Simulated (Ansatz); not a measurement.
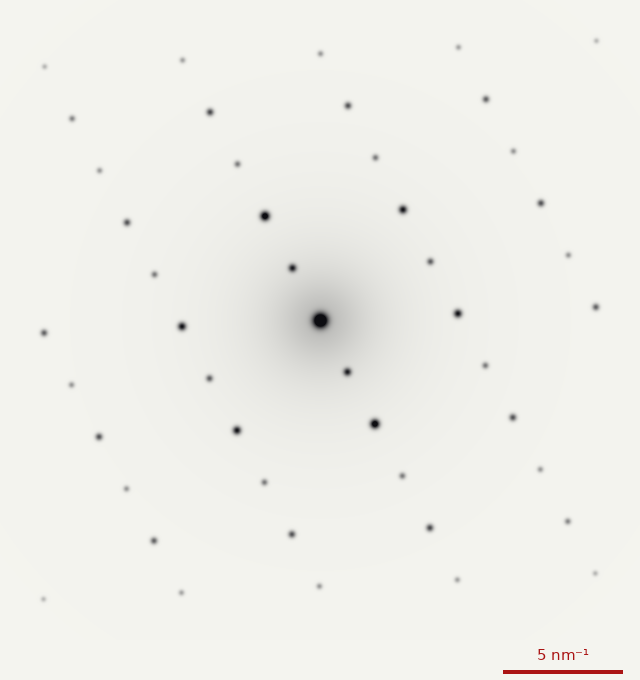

Simulated selected-area electron diffraction pattern (120 kV, kinematic approximation, thin crystal, B = 0.3 Å² for all atoms).

It belongs to Li2ICl, space group P4/mmm (No. 123), a = 4.033 Å, c = 5.593 Å. Structure: coordinates from a relaxation with Ansatz 0.2.0, DFT PBE, scalar-relativistic, plane waves, PAW; the starting structure was generated, so it need not be a known form of this composition.

Determine the zone axis from the geometry of the pattern.

Answer. The spots form a rectangular net whose two shortest vectors correspond to d = 4.03 Å and 1.90 Å, 90.0° apart. They index as 0 1 0 and 2 0 -1, so the zone axis is ±[102] (or an equivalent direction of <102>).

List the strongest reflections.

Answer. Strongest reflections with d > 0.80 Å, one of each family (|F|² from tabulated Gaussian fits of the electron scattering factors, times a small damping for the curvature of the Ewald sphere):

```tsv
hkl	d (Å)	I (strongest = 100)
0 2 0	2.016	100
2 1 -1	1.716	41
0 1 0	4.033	28
0 4 0	1.008	16
4 0 -2	0.948	13
2 3 -1	1.097	13
```
